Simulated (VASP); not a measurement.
Band structure of Sm (space group Im-3m). These are PBE GGA, VASP's PBE PAW potentials (set 64) (plane waves; VASP) values and carry that method's errors.

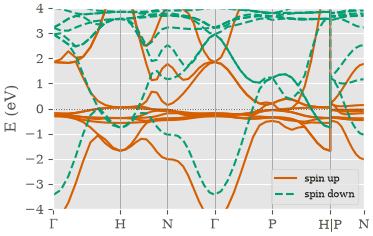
Fig. 1. Bands along high-symmetry lines, zero at the valence-band maximum or, without a gap, the Fermi level

Q: Read the plot: is there a gap, and where are the band edges?

A: It has no gap at this level: it comes out as a metal or semimetal.

The structure was generated: Sm was put into an ordered model structure, which need not be its known phase. The cell was not relaxed at this level.
